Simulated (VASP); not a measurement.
Band structure of Ho (hcp). Method: vdW-DF-cx, VASP's PBE PAW potentials (set 64) (plane waves; VASP).

The 4f electrons are frozen in the core of the lanthanide potential, so 4f levels, which can set the real gap, and their magnetism are missing.

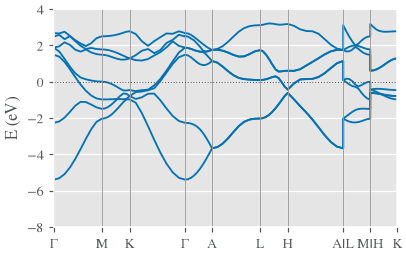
Fig. 1. Bands along high-symmetry lines, zero at the valence-band maximum or, without a gap, the Fermi level

Q: Read the plot: is there a gap, and where are the band edges?

A: It has no gap at this level: it comes out as a metal or semimetal. (Edges off the drawn lines would not show.)

The compound is Ho in the hcp structure. It was relaxed first.
